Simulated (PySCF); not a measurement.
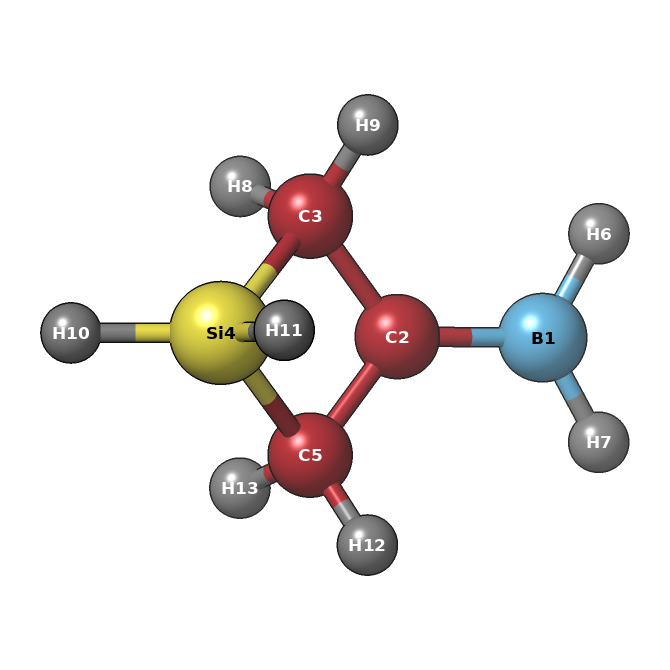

State: neutral, doublet. Computed geometry: GFN2-xTB optimisation. No frequency run is at hand to confirm it as a minimum. Level of theory: UKS B3LYP, pcH-1 on B C H Si, non-relativistic (PySCF 2.14.0). Fermi-contact and spin-dipolar terms alone, no spin-orbit part.

### Which nucleus has the largest dipolar (anisotropic) hyperfine coupling?

13C at C2: principal values −53.4, −52.9, 106.3 MHz.

List the isotropic and dipolar parts for the most strongly coupled nuclei, one of each equivalent set.

| atom | isotope | a_iso (MHz) | dipolar part (MHz) |
| --- | --- | --- | --- |
| C2 | 13C | 40.0 | −53.4, −52.9, 106.3 |
| B1 | 11B | −3.9 | −16.8, −10.8, 27.6 |
| H6 | 1H | −15.7 | −9.2, −2.2, 11.4 |
| H8 | 1H | 115.9 | −4.5, −3.3, 7.9 |
| H9 | 1H | 29.2 | −4.3, −2.0, 6.3 |
| Si4 | 29Si | −82.4 | −5.4, 2.0, 3.4 |
| C3 | 13C | −20.1 | −3.2, −0.5, 3.6 |
| H11 | 1H | 6.3 | −2.0, −1.6, 3.6 |

The geometry is semi-empirical. Around B, Si such bond lengths and angles can be off by a tenth of an ångström or more and by several degrees, and values that hang on the shape move with them.
